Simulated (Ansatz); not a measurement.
Cost and result by functional for the surface energy of the (10-10) surface of 6H silicon carbide in its 1x1 cell (cut with top plane 2 C + 2 Si, bottom plane 2 C + 2 Si), relaxed from an ideal cut (the real face may reconstruct), outermost plane spacing 0.89 Å in the ideal cut, in Ansatz (plane waves, PAW). Single points on the PBE structure, on one kind of machine; costs are rough ratios of the slab run's core time (references not counted) to the cheapest single point. r2SCAN's cost holds its higher cutoff (500 against 420 eV). Differences are taken against r2SCAN for comparison alone: no measured value is at hand, so the table doesn't rank accuracy.

Set-up: 52 atoms, C26Si26, 10.7 Å thick at the start; mesh 8x2x1; 0.025 eV smearing; dipole correction on; all atoms relaxed; held to the start's symmetry, so lower structures may exist; no spin (no spin-polarised run to compare, though such a face may carry moments), no spin-orbit, no U. The slab shows no gap on its mesh. These notes are the PBE run's.

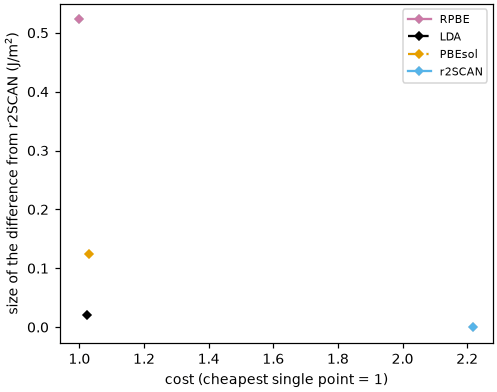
Difference from r2SCAN against cost

```
functional                     relative cost  surface energy (J/m²)  less r2SCAN (J/m²)
-----------------------------  -------------  ---------------------  ------------------
RPBE                                       1                   3.66               -0.52
LDA                                        1                   4.20                0.02
PBEsol                                     1                   4.06               -0.12
r2SCAN                                     2                   4.18                0.00
PBE (the relaxed run's value)              –                   3.84               -0.35
```

The values span 0.54 J/m², while the single points' costs differ by a factor of roughly 2. Differences are of unrounded values.

Ansatz is an electronic-structure program.
